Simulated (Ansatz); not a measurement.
Input file:

```
crystal:
  periodic: [false, false, false]
  atoms:
    - {symbol: Ga, position_ang: [0.160752, -0.514643, 0.149933]}
    - {symbol: Br, position_ang: [0.496495, 1.920858, -0.660076]}
    - {symbol: Cl, position_ang: [0.633256, -1.848523, -1.430262]}
    - {symbol: Cl, position_ang: [0.957247, -0.717257, 2.105452]}
    - {symbol: H, position_ang: [-0.852892, 1.062161, -0.261694]}
    - {symbol: H, position_ang: [-1.394859, 0.097405, 0.096646]}
basis:
  gaussian: {orbitals: def2-TZVPP}
hamiltonian: {xc: pbe0, dispersion: d4}
output: {orbitals: {seedname: orbitals}}
```

Run with:

```sh
ansatz run in.yaml --threads 8 --pin off --events-out ev --progress --plain --max-ram 19148MiB
```

A transition-state structure; geometry: PBE0-D4/def2-TZVP.

Method: RKS PBE0-D4/def2-TZVPP in Ansatz.

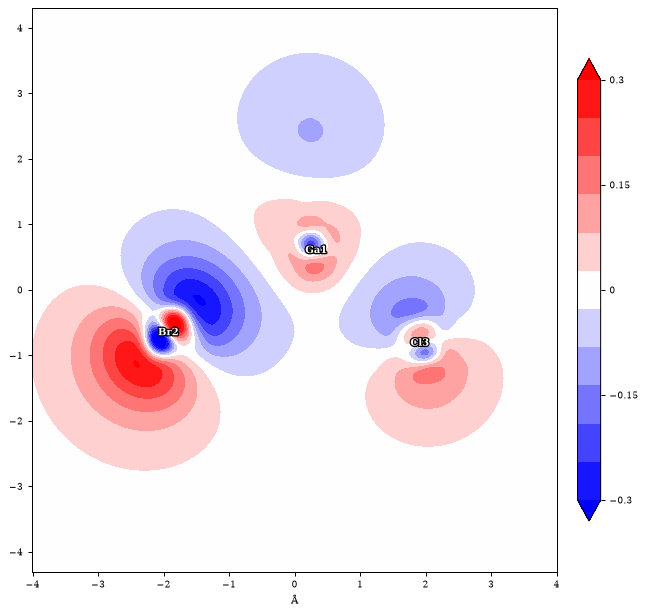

BrCl$_{2}$GaH$_{2}$. The HOMO on the plane of atoms Br2, Ga1 and Cl3 (values in Å⁻³ᐟ²; the overall sign is arbitrary).

**Describe this orbital and give its energy.**

Its weight (Hirshfeld) is mainly on Br2 (about 30 %), H6 (about 20 %), Cl3 (about 15 %), Cl4 (about 15 %) and Ga1 (about 10 %). Its energy is −8.98 eV.
